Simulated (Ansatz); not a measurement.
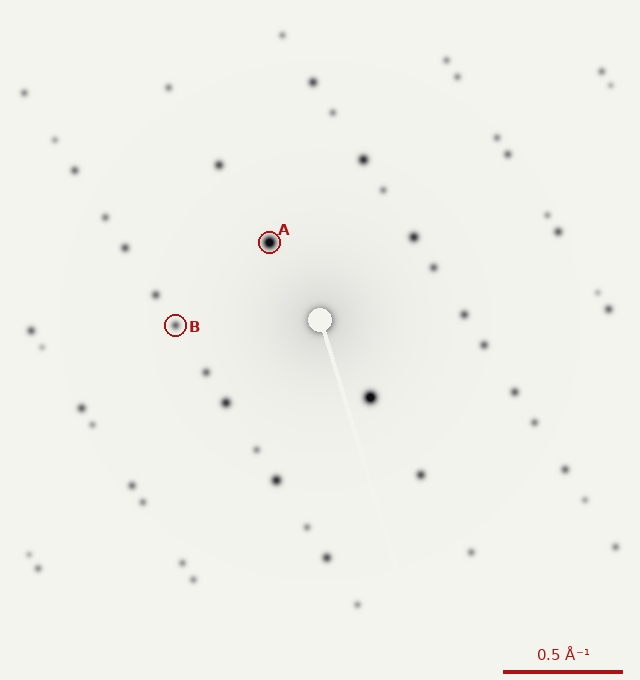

The pattern is a kinematic simulation for 100 kV electrons (no multiple scattering; isotropic B = 0.5 Å²). Two individuals of a reflection twin are superposed (a geometric construction: whether this twin forms is not tested; the second individual is smaller and so fainter). Crystal: ScPb, space group P-6m2 (No. 187), a = 3.49 Å, c = 4.86 Å (hexagonal axes), zone axis [311]. Structure: the end point of a relaxation with DFT PBE, scalar-relativistic, plane waves, PAW (Ansatz 0.2.0); the starting structure was generated, so it need not be a known form of this composition.

In the first individual spot A is 0 -1 1 and spot B is 1 -2 -1.

Find the twin plane.

(01-1). The spot positions of the combined pattern are mirror-symmetric about the row through 0 1 -1 (d = 2.565 Å), which both individuals share, while a single individual has only symmetry 2 without that mirror line. Friedel's law adds a mirror line at right angles, along which no low-index reflection lies.

Which other reflections coincide?

Within the frame only the reflections of the common row coincide.
